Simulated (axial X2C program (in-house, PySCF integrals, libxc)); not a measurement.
Run report: BrCl⁺, relativistic diatomic calculation

System: BrCl⁺, single determinant with Ω = 3/2. The distance is the PBE0 minimum at charge 1.
Method: expectation values, HF and Kohn-Sham, two-component X2C with atomic mean-field Coulomb and Gaunt terms, Br dyall-cv3z, Cl dyall-av3z (cores contracted) (axial X2C program (in-house, PySCF integrals, libxc)).

**Log**
```
two-component X2C + atomic mean field  PBE0
basis functions 164  fitting functions 884  grid points 5077
iter        total energy     max residual
   1      -3066.160615407     4.30e-05
   2      -3066.160615417     4.21e-05
   3      -3066.160615434     1.86e-05
   4      -3066.160615436     5.07e-06
converged
one-electron -4547.49124981  Coulomb 1449.35187101  exact exchange -29.60832855  xc functional -90.93480758  nuclear repulsion 153.59045878  atomic mean-field constant -1.06855928
```

**Expectation values by level of theory**

| quantity | PBE0 | HF | TPSSh | BHandHLYP | PBE50 |
| --- | --- | --- | --- | --- | --- |
| effective field for an electron dipole moment (GV/cm) | 0.212 | 0.744 | 0.184 | 0.293 | 0.322 |
| field gradient at the first nucleus (a.u.) | 9.15 | 7.33 | 9.27 | 8.97 | 8.89 |
| field gradient at the second nucleus (a.u.) | 4.57 | 5.73 | 4.50 | 4.85 | 4.80 |
| A∥/gI, first nucleus (MHz) | 476 | 654 | 456 | 528 | 519 |
| A∥/gI, second nucleus (MHz) | 174 | 118 | 180 | 173 | 169 |

Each column comes from one determinant, in a basis with contracted cores. The levels disagree widely: the effective field runs from 0.184 to 0.744 GV/cm. They may not all have settled in the same state, and these values aren't reliable properties of the molecule.

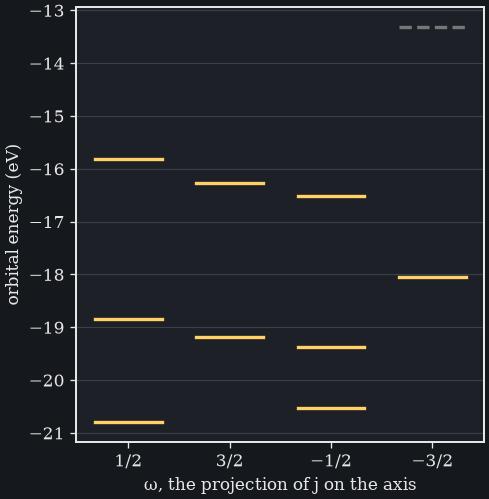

Figure 1. Orbital energies (PBE0) near the frontier at 2.05 Å, filled (solid) and empty (dashed). The highest filled spinor (1/2; 51 % Br p, 43 % Cl p) lies at −15.81 eV, the lowest empty one (−3/2; 56 % Br p, 37 % Cl p) at −13.31 eV.

**Input**
```
{"zs": [35, 17], "q": 1, "bas": ["dyall-cv3z", "dyall-av3z"], "r0": 2.13, "levels": ["PBE0", "HF", "TPSSh", "BHandHLYP", "PBE50"], "nst": 3}
```

The line is the task of a batch: nuclear charges, charge, bases, the levels to run, a first guess of the distance and further settings. This report covers the levels named above. The log is that of the reference distance, started from orbitals converged before.

The run was one of a batch that the task file lists, launched with:
```bash
python <driver script> task.json out
```

**Summary**

```tsv
quantity	value
outcome	converged; the levels of theory disagree widely
hardware	1 thread of AMD EPYC (Zen 2), 12 GiB of memory available, shared host
wall time	2.9 s
peak memory	0.3 GiB
```
